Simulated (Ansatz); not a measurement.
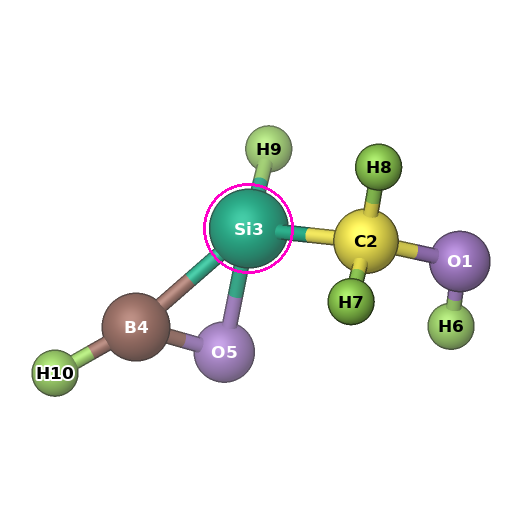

Atoms fade into the background with distance from the viewer. Circles mark the stereogenic atoms. Computed geometry: PBE0-D4/def2-TZVP optimisation. No frequency run is at hand to confirm it as a minimum.

Q: Assign CIP descriptors.

A: Si3: S (priorities O5 > C2 > B4 > H9).

Q: Give a SMILES with the stereochemistry.

A: OC[Si@@H]1BO1
